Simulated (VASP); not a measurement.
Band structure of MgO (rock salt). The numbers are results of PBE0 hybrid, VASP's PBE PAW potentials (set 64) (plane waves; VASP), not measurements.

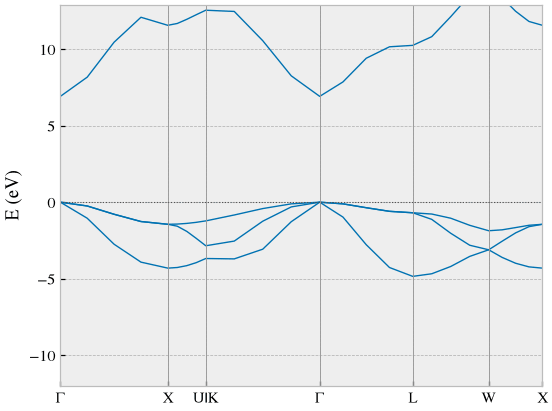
Figure. Bands along high-symmetry lines, zero at the valence-band maximum or, without a gap, the Fermi level

**Question.** Read the plot: is there a gap, and where are the band edges?

**Answer.** The gap is direct, 6.92 eV, from the valence maximum at Γ to the conduction minimum at Γ.

Measured: gap 8.36 eV (computed value off by -1.44 eV), as given by Wei Chen et al., Physical Review Materials (2018), doi:10.1103/physrevmaterials.2.073803 [zero-point renormalisation of 0.53 eV added back (the table's ZPR column)].

The compound is MgO in the rock salt structure. It was relaxed first. The cell's shape comes from a PBE relaxation.
